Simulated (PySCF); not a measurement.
# C2H9NSi: geometry, spin-spin couplings

Aim: predict the spin-spin couplings of C2H9NSi (`CCN[SiH3]`).

Computed with PySCF 2.14.0, with density-fitted response routines of our own, on a single molecule in the gas phase. Atoms count from 0, in the outputs and in this text.

## 1. The starting structure

13 atoms, charge 0, multiplicity 1; geometry from: GFN2-xTB. The atoms were then displaced at random by about 0.01 Å, so the start is not that level's minimum.

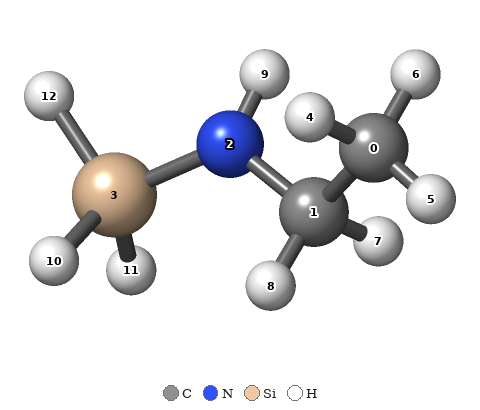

As it starts; carbon grey, nitrogen blue, silicon light orange, hydrogen white, atoms numbered.

## 2. Optimising the geometry at PBE0-D3(BJ)/def2-SVP

What the job is given:

```
{"job": {"xc": "PBE0", "basis": "def2-SVP", "d3": "d3bj", "grid": 1, "shake": 0.01, "kind": "geom"}, "charge": 0, "multiplicity": 1}
C      1.960430     0.024470     0.216620
C      0.537300    -0.563730     0.268190
N     -0.414070     0.210310    -0.518860
Si    -2.033670     0.348490    -0.161610
H      1.910400     1.070130     0.557990
H      2.624280    -0.515590     0.828740
H      2.319690     0.047080    -0.810850
H      0.602680    -1.598470    -0.079780
H      0.183950    -0.562720     1.321640
H     -0.099880     0.287640    -1.461520
H     -2.163390     0.823860     1.230580
H     -2.828880    -0.906260    -0.253430
H     -2.593010     1.317900    -1.148030
```

Launch:

```sh
> OMP_NUM_THREADS=1 python probes_run.py task.json out
```

One launch serves the whole session: the jobs run in the order shown.

What it wrote:

```text
step   0  E = -425.40187534  max force = 0.044658
step   1  E = -425.40775724  max force = 0.007359
step   2  E = -425.40794553  max force = 0.001431
step   3  E = -425.40797229  max force = 0.001219
step   4  E = -425.40798923  max force = 0.000235
step   5  E = -425.40799598  max force = 0.000187
optimisation converged
```

Wall time 32 s (1 thread of Arm Neoverse N1, shared host); peak memory 0.43 GiB.

Step by step:

| step | energy from step 0 (eV) | largest force component (eV/Å) |
| --- | --- | --- |
| 0 | 0.0000 | 2.2964 |
| 1 | -0.1601 | 0.3784 |
| 2 | -0.1652 | 0.0736 |
| 3 | -0.1659 | 0.0627 |
| 4 | -0.1664 | 0.0121 |
| 5 | -0.1666 | 0.0096 |

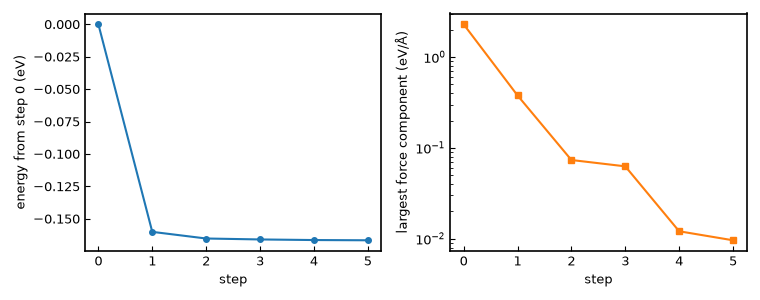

Energy and largest force along the relaxation.

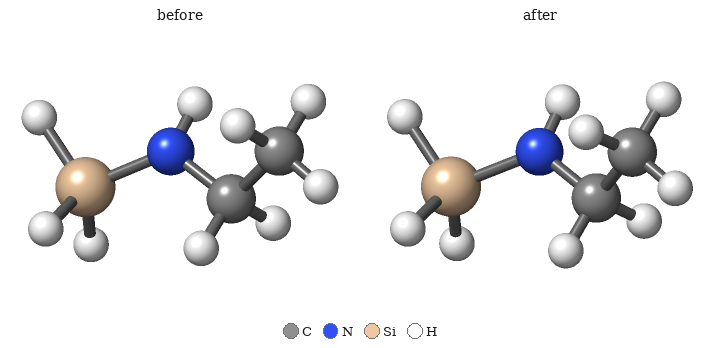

Before and after, at one scale.

Close pairs (by a distance rule), those that changed most:

| bond | before (Å) | after (Å) | change (Å) |
| --- | --- | --- | --- |
| N2–Si3 | 1.664 | 1.728 | +0.064 |
| C0–H5 | 1.052 | 1.101 | +0.049 |
| C0–C1 | 1.541 | 1.519 | -0.021 |
| Si3–H10 | 1.477 | 1.496 | +0.020 |
| N2–H9 | 0.997 | 1.014 | +0.018 |
| C1–H7 | 1.094 | 1.109 | +0.016 |
| Si3–H11 | 1.488 | 1.504 | +0.016 |
| C0–H6 | 1.089 | 1.102 | +0.014 |

The next job starts from the end point, and lists it.

| at the end point | value |
| --- | --- |
| point group (found at 0.08 Å tolerance) | C1 |
| rotational constants (GHz, main isotopes) | 20.142, 2.437, 2.394 |
| dipole moment (D) | 1.24 |

## 3. J couplings: B3LYP/6-31G*

What the job is given:

```
{"job": {"kind": "j", "xc": "B3LYP", "basis": "6-31G*"}, "charge": 0, "multiplicity": 1}
C      1.903362     0.169730     0.352095
C      0.582847    -0.575020     0.252304
N     -0.371232     0.104631    -0.595461
Si    -2.063022     0.252929    -0.275642
H      1.747603     1.182742     0.752401
H      2.614185    -0.362181     1.003488
H      2.372756     0.270547    -0.640368
H      0.771726    -1.614918    -0.084447
H      0.140810    -0.667962     1.259589
H     -0.055063     0.227308    -1.551440
H     -2.251468     0.747540     1.124006
H     -2.866963    -1.012587    -0.394315
H     -2.617447     1.231397    -1.259504
```

With the program's defaults for keys left out, this is: B3LYP/6-31G* indirect spin-spin coupling, non-relativistic, gas phase.

What it wrote:

```text
coarse grid: 10440 points
cycle   1  E = -425.8718504534  dE =  6.469e-02  |g| = 4.548e-01  |ddm| = 2.960e+00
cycle   2  E = -425.8216711247  dE =  5.018e-02  |g| = 6.465e-01  |ddm| = 1.058e+00
cycle   3  E = -425.9213748722  dE = -9.970e-02  |g| = 6.876e-02  |ddm| = 6.836e-01
cycle   4  E = -425.9223502782  dE = -9.754e-04  |g| = 2.658e-02  |ddm| = 8.256e-02
cycle   5  E = -425.9225204658  dE = -1.702e-04  |g| = 3.832e-03  |ddm| = 2.465e-02
cycle   6  E = -425.9225239334  dE = -3.468e-06  |g| = 1.008e-03  |ddm| = 4.492e-03
final grid: 93688 points
cycle   7  E = -425.8790082738  dE = -1.113e-05  |g| = 5.321e-03  |ddm| = 1.330e-02
cycle   8  E = -425.8790027329  dE =  5.541e-06  |g| = 7.139e-03  |ddm| = 1.191e-02
cycle   9  E = -425.8790156354  dE = -1.290e-05  |g| = 6.155e-04  |ddm| = 6.894e-03
cycle  10  E = -425.8790157166  dE = -8.117e-08  |g| = 1.401e-04  |ddm| = 6.028e-04
cycle  11  E = -425.8790157208  dE = -4.218e-09  |g| = 2.143e-05  |ddm| = 1.384e-04
cycle  12  E = -425.8790157209  dE = -1.213e-10  |g| = 5.356e-06  |ddm| = 3.392e-05
converged SCF energy = -425.8790157209

Indirect spin-spin couplings (Hz)
  i      j    bonds     total        FC       PSO       DSO        SD
  0 C    1 C    1     50.801    50.963    -0.341     0.179         -
  0 C    2 N    2     -1.499    -1.659     0.137    -0.003     0.026
  0 C    3 Si   3     -3.477    -3.458    -0.076     0.048     0.009
  0 C    4 H    1    144.217   142.655     0.907     0.655         -
  0 C    5 H    1    138.746   137.083     1.036     0.627         -
  0 C    6 H    1    139.918   138.231     1.027     0.660         -
  0 C    7 H    2      0.752     0.824     0.130    -0.203         -
  0 C    8 H    2     -3.499    -3.454     0.137    -0.182         -
  0 C    9 H    3      0.952     0.881     0.119    -0.048         -
  0 C   11 H    4      0.615     0.733     0.145    -0.263         -
  0 C   12 H    4     -0.216    -0.113     0.119    -0.222         -
  1 C    2 N    1    -15.049   -14.560     0.064    -0.099    -0.454
  1 C    3 Si   2     -1.403    -1.657     0.188     0.033     0.033
  1 C    4 H    2     -4.156    -4.130     0.126    -0.152         -
  1 C    5 H    2     -0.481    -0.485     0.178    -0.173         -
  1 C    6 H    2     -3.946    -3.914     0.125    -0.158         -
  1 C    7 H    1    149.479   148.082     0.465     0.932         -
  1 C    8 H    1    148.290   146.836     0.482     0.971         -
  1 C    9 H    2      0.057     0.011     0.414    -0.367         -
  1 C   10 H    3      0.844     0.878    -0.006    -0.028         -
  1 C   11 H    3     -0.681    -0.578     0.042    -0.145         -
  1 C   12 H    3      6.410     6.707     0.128    -0.425         -
  2 N    3 Si   1     21.920    23.888    -2.239     0.034     0.237
  2 N    4 H    3     -0.719    -0.735     0.035    -0.024     0.004
  2 N    5 H    3     -6.419    -6.527    -0.052     0.169    -0.008
  2 N    6 H    3     -1.705    -1.657    -0.050    -0.015     0.016
  2 N    7 H    2      0.352     0.409    -0.134     0.060     0.017
  2 N    8 H    2     -1.440    -1.278    -0.171     0.019    -0.010
  2 N    9 H    1    -77.385   -73.876    -2.743    -0.463    -0.303
  2 N   10 H    2     -5.424    -5.551     0.026     0.090     0.011
  2 N   11 H    2     -3.146    -3.247    -0.026     0.136    -0.010
  2 N   12 H    2     -5.303    -5.423     0.014     0.081     0.026
  3 Si   4 H    4      0.315     0.241    -0.018     0.093    -0.002
  3 Si   5 H    4     -1.300    -1.383    -0.130     0.219    -0.006
  3 Si   6 H    4      0.353     0.330    -0.115     0.199    -0.060
  3 Si   7 H    3      0.011    -0.121    -0.037     0.195    -0.025
  3 Si   8 H    3     -3.992    -4.159     0.174    -0.042     0.036
  3 Si   9 H    2     -4.426    -5.531     0.770     0.352    -0.016
  3 Si  10 H    1   -190.304  -190.566     0.848    -0.219    -0.366
  3 Si  11 H    1   -177.211  -177.457     0.811    -0.206    -0.359
  3 Si  12 H    1   -183.977  -184.236     0.827    -0.209    -0.359
  4 H    5 H    2    -14.947   -13.843     1.445    -2.549         -
  4 H    6 H    2    -14.956   -13.953     1.362    -2.365         -
  4 H    7 H    3     12.219    13.340     1.677    -2.798         -
  4 H    8 H    3      4.216     4.455     0.156    -0.395         -
  4 H    9 H    4     -0.385    -0.118     0.390    -0.657         -
  4 H   11 H    5     -0.624    -0.013     0.430    -1.041         -
  4 H   12 H    5     -0.262     0.051     0.168    -0.481         -
  5 H    6 H    2    -15.818   -14.777     1.408    -2.449         -
  5 H    7 H    3      1.441     1.686     0.133    -0.378         -
  5 H    8 H    3      2.338     2.607     0.168    -0.436         -
  5 H    9 H    4     -0.981    -0.360     1.039    -1.659         -
  5 H   10 H    5     -0.358    -0.124     0.384    -0.617         -
  5 H   12 H    5     -0.397     0.144     0.541    -1.082         -
  6 H    7 H    3      3.733     4.066     0.252    -0.585         -
  6 H    8 H    3     13.095    14.220     1.645    -2.770         -
  6 H    9 H    4      0.491     0.018    -0.793     1.267         -
  6 H   10 H    5     -0.339     0.073     0.503    -0.916         -
  6 H   11 H    5     -0.406     0.087     0.459    -0.952         -
  6 H   12 H    5     -0.329    -0.005     0.303    -0.628         -
  7 H    8 H    2    -15.669   -15.018     1.027    -1.678         -
  7 H    9 H    3      1.372     1.731     0.494    -0.852         -
  7 H   10 H    4     -0.372     0.197     0.543    -1.112         -
  7 H   11 H    4      1.110     1.216     0.001    -0.106         -
  7 H   12 H    4     -0.508     0.379     0.611    -1.498         -
  8 H    9 H    3     13.946    15.157     2.316    -3.527         -
  8 H   10 H    4      0.482    -0.137    -0.675     1.294         -
  8 H   12 H    4     -0.900     0.294     0.462    -1.657         -
  9 H   10 H    3      5.440     7.079     1.160    -2.800         -
  9 H   11 H    3     -2.909    -1.845     0.598    -1.662         -
  9 H   12 H    3      1.076     1.214    -0.115    -0.023         -
 10 H   11 H    2     15.151    16.663     0.144    -1.656         -
 10 H   12 H    2      1.684     3.479     0.192    -1.986         -
 11 H   12 H    2     10.464    12.052     0.177    -1.766         -
```

Wall time 11 s (1 thread of Arm Neoverse N1, shared host); peak memory 0.46 GiB.

The basis is not made for couplings: without tight functions at the nuclei these values are rough.

Couplings of 1 Hz or more over one to four bonds, nine at most for each number, with means over like pairs (isotopes 13C, 1H, 15N, 29Si):

| pair | bonds | J (Hz) | Fermi contact (Hz) | dihedral (°) |
| --- | --- | --- | --- | --- |
| Si3–H10 | 1 | -183.8 | -184.1 | – |
| C1–H7 | 1 | 148.9 | 147.5 | – |
| C0–H4 | 1 | 141.0 | 139.3 | – |
| N2–H9 | 1 | -77.4 | -73.9 | – |
| C0–C1 | 1 | 50.8 | 51.0 | – |
| N2–Si3 | 1 | 21.9 | 23.9 | – |
| C1–N2 | 1 | -15.0 | -14.6 | – |
| H7–H8 | 2 | -15.7 | -15.0 | – |
| H4–H5 | 2 | -15.2 | -14.2 | – |
| H10–H11 | 2 | 9.1 | 10.7 | – |
| N2–H10 | 2 | -4.6 | -4.7 | – |
| Si3–H9 | 2 | -4.4 | -5.5 | – |
| C1–H4 | 2 | -2.9 | -2.8 | – |
| C0–N2 | 2 | -1.5 | -1.7 | – |
| C1–Si3 | 2 | -1.4 | -1.7 | – |
| C0–H7 | 2 | -1.4 | -1.3 | – |
| H7–H9 | 3 | 7.7 | 8.4 | – |
| H4–H7 | 3 | 6.2 | 6.7 | – |
| C0–Si3 | 3 | -3.5 | -3.5 | -140 |
| N2–H4 | 3 | -2.9 | -3.0 | – |
| C1–H10 | 3 | 2.2 | 2.3 | – |
| Si3–H7 | 3 | -2.0 | -2.1 | – |
| H9–H10 | 3 | 1.2 | 2.1 | – |

Means hide unlike values in this fixed geometry: H10–H11 from 1.7 to 15.2 Hz; C0–H7 from -3.5 to 0.8 Hz; H7–H9 from 1.4 to 13.9 Hz. They hold only if the pairs exchange fast.

The spin-dipole term was solved for some atoms only; pairs without it lack that part.

Quadrupole couplings from the field gradients of the same density:

| atom | isotope | eQq/h (MHz) | η |
| --- | --- | --- | --- |
| N2 | 14N | -4.834 | 0.33 |

## 4. Summary of results

| quantity | value |
| --- | --- |
| point group | C1 |
| rotational constants (main isotopes) | 20.14, 2.44, 2.39 GHz |
| largest coupling of the table (B3LYP/6-31G*) | 1J(Si,H) Si3–H10, -183.8 Hz (mean over like pairs) |

The start of the PBE0/def2-SVP relaxation was shaken at random by about 0.01 Å, so part of the energy gained, and of the first lengths quoted, undoes that. Relaxing lowered the energy by 0.167 eV in 5 steps; the close pair that moved most is N2–Si3, from 1.664 to 1.728 Å. In the run at B3LYP/6-31G*, the largest coupling of the table is Si3–H10 (mean over like pairs), -183.8 Hz, of which the Fermi-contact term gives -184.1 Hz. Couplings across rotatable bonds belong to this one conformer; where others are populated, the observed values are averages. Couplings from bases without tight functions are rough.
